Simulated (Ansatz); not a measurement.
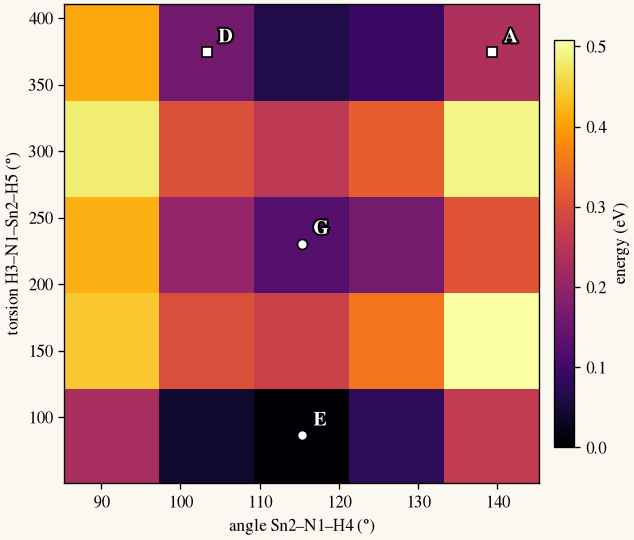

H₄NSn, SMILES [NH2][SnH2], spin multiplicity 2. Two internal coordinates are moved rigidly from the geometry relaxed at PBE0-D4/def2-TZVP, all others fixed. First axis: angle Sn2–N1–H4. Second axis: torsion H3–N1–Sn2–H5. Grid: 5 × 5 points. Points are written as (first, second). Energies are in eV, from the lowest grid point. These are results of UKS PBE-D4/def2-TZVPP (Ansatz 0.2.0), not measurements.

The picture shows one coloured cell a grid point, lettered points.

### Is G the lowest point of the computed grid?

No. G lies 0.126 eV above the lowest grid point, which is at (115.3°, 86°).

### Rank the lettered points by energy, lowest first.

E (0.000 eV), G (0.126 eV), D (0.161 eV), A (0.235 eV).
